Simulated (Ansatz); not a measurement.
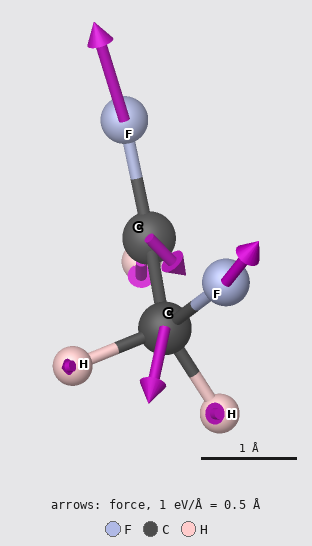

Starting geometry of C2H3F2 (multiplicity 2) with the computed forces as purple arrows. A ball-and-stick model, seen from a free direction.

The run prepares an end point of a later path (torsion) calculation, from a guessed geometry.

Method: UKS PBE-D4/def2-SVP in Ansatz. Set-up: collinear spin; force threshold 0.015 eV/Å; at most 40 steps.

Q: Is this structure relaxed? If not, where do the atoms go?

A: It isn't relaxed: the largest force vector, on an F atom, is 2.30 eV/Å. The final displacements have little in common with the starting forces (cosine between the two patterns −0.07). An H atom moves most after the best rigid fit: 0.73 Å. Largest moves by element: H 0.73 Å, F 0.62 Å, C 0.10 Å. Near-neighbour distances that change, for instance: C–F 1.362 → 1.409 Å, C–F 1.295 → 1.342 Å, C–H 1.072 → 1.103 Å, C–C 1.442 → 1.472 Å. Among the angles between lasting bonds that change: F–C–H 104.0° → 108.0°, C–C–H 113.6° → 109.7°, H–C–H 105.7° → 109.1°. The energy falls by 0.275 eV in 12 accepted moves (13 points after the start). The largest force component goes from 2.1 to 0.012 eV/Å. The line search rejected the trial step at point 9 of the run.
